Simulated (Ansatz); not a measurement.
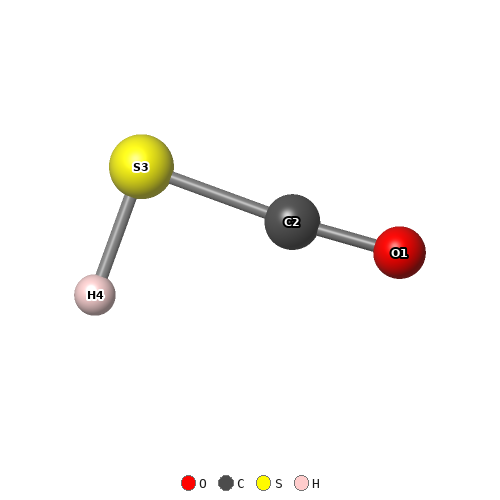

The system is CHOS, SMILES O=[C+]S, charge +1; the picture shows the reference structure. First axis: bond length S3–H4. Second axis: angle C2–S3–H4. Nothing is relaxed (all other coordinates rigid). Grid: 15 × 15 points. Points are written as (first, second). All energies are given in kJ/mol relative to the relaxed molecule at the same level. Computed with Ansatz, RKS SPW92 (LDA)/def2-TZVP.

Its coordinates:

```xyz
4

O     0.1255   -0.3742    1.6637
C     0.1955   -0.2355    0.5443
S     0.3926   -0.1062   -1.0693
H    -0.7136    0.7159   -1.1386
```

Range: bond length S3–H4 from 1.159 to 1.794 Å; angle C2–S3–H4 from 45.0 to 135.0°.

What landscape does the calculation give?

Answer. The lowest grid point is at (1.386 Å, 90.0°), 0.04 kJ/mol from the relaxed molecule at the same level. It is the only kind of minimum in the scanned range. The highest grid point, (1.159 Å, 45.0°), lies 297 kJ/mol above the lowest. Round the minimum the two coordinates are weakly coupled (coupling 0.05 in units of the two stiffnesses).

```tsv
angle C2–S3–H4 ↓, bond length S3–H4 →	1.159	1.205	1.250	1.295	1.341	1.386	1.431	1.477	1.522	1.567	1.613	1.658	1.703	1.749	1.794
135.0	196	162	140	126	118	115	116	121	127	136	146	156	168	179	191
128.6	167	134	112	98	90	88	90	94	101	110	121	132	143	156	168
122.1	141	108	86	73	65	63	65	70	78	87	98	109	122	135	148
115.7	119	86	64	51	44	42	44	49	57	67	78	90	103	117	130
109.3	101	68	46	33	26	24	27	32	41	51	62	75	88	102	116
102.9	87	55	33	20	13	11	14	20	28	38	50	63	76	91	105
96.4	79	46	25	11	4	3	5	11	20	30	42	55	69	83	97
90.0	77	44	22	9	2	0	2	8	17	27	39	52	65	80	94
83.6	82	49	26	12	5	3	5	11	19	28	40	53	66	80	94
77.1	94	60	38	23	15	12	14	19	26	35	47	59	72	85	99
70.7	114	80	56	40	31	28	29	33	39	48	58	70	82	95	108
64.3	143	107	82	65	55	50	49	52	58	65	74	85	96	108	121
57.9	181	143	117	98	86	79	77	77	81	87	94	103	113	124	136
51.4	231	191	162	141	127	117	112	110	111	114	119	126	133	142	152
45.0	297	256	225	201	183	171	162	156	153	152	153	155	159	165	171
```

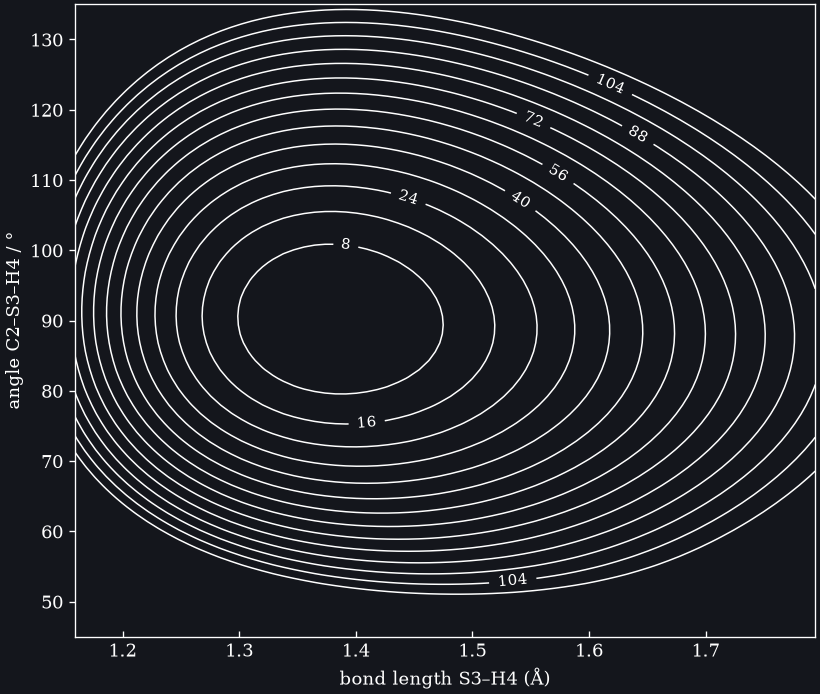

Drawn: contour lines labelled in kJ/mol (none above 112). Between grid points the surface is interpolated.

The whole map (225 points run) took 3.5 min on 1 thread of Arm Neoverse V2, with other jobs on the host.
